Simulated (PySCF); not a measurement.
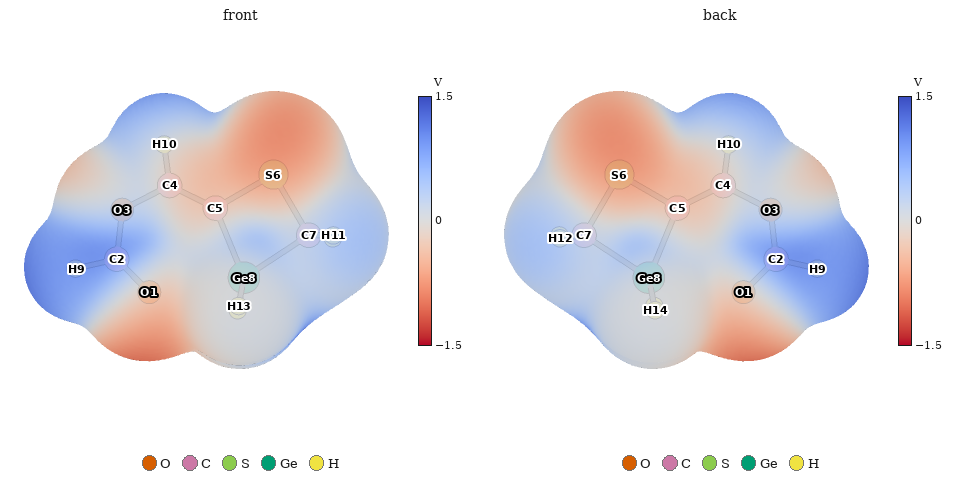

Figure 1: C4H6GeO2S (SMILES O=CO/C=[C]1/S[CH2][GeH2]1). The molecular electrostatic potential painted on the density surface at 0.001 e/bohr³, seen from the front and from behind; red is negative and blue positive.

Geometry: GFN2-xTB.

Level of theory: CAM-B3LYP/def2-SVPD, SCF density, gas phase (PySCF).

Input file:

```
{"job": {"kind": "uv", "xc": "CAM-B3LYP", "basis": "def2-SVPD", "nstates": 8, "ntriplets": 3}, "charge": 0, "multiplicity": 1}
O      1.399088    -1.555232    -0.574530
C      2.358570    -1.016088    -0.070149
O      2.419961     0.115621     0.569005
C      1.318244     0.932293     0.790363
C      0.065572     0.700381     0.399175
S     -1.272225     1.784447     0.725490
C     -2.414686     0.645344    -0.147886
Ge    -0.943395    -0.676945    -0.577038
H      3.363917    -1.469291    -0.104625
H      1.621893     1.811619     1.343524
H     -2.880326     1.172718    -0.976949
H     -3.197692     0.330675     0.537812
H     -0.695074    -0.785330    -2.050105
H     -1.144525    -1.990684     0.113747
```

Launched as:

```sh
OMP_NUM_THREADS=1 python probes_run.py task.json out
```

> Describe the electrostatic potential map.

The most negative region (about −1.0 V, or −23 kcal/mol for a unit charge) lies over O1, the most positive (about +1.1 V, or +25 kcal/mol for a unit charge) over H9.

> What dipole moment does the calculation give?

Its dipole moment is 1.11 D.
